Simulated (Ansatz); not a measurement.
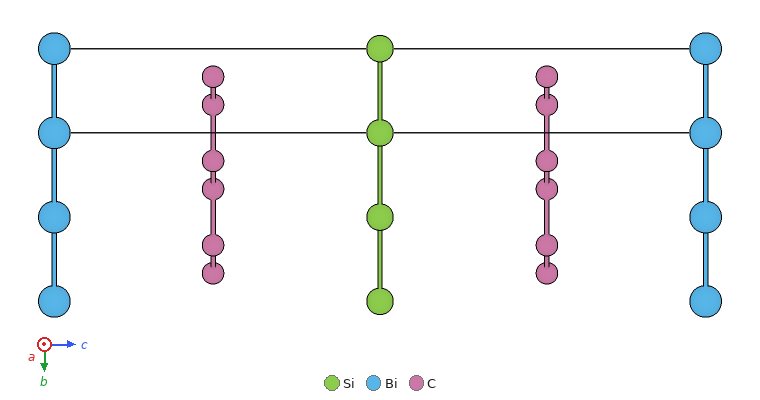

Projection along an edge of the hexagonal mesh, stacking direction c to the right. Every atom sits on one of the three columns of the mesh; call them A, B, C in the order in which they first turn up. The sequence starts with the first layer at or above the cell's origin.

SiBiC₄: the geometry relaxed with DFT PBE, scalar-relativistic, plane waves, PAW (Ansatz 0.2.0); the starting structure was generated, so it need not be a known form of this composition.

> Read off the stacking sequence over one period.

Bi(A) – C(B)+C(C) – Si(A) – C(B)+C(C) (four layers in 17.86 Å).
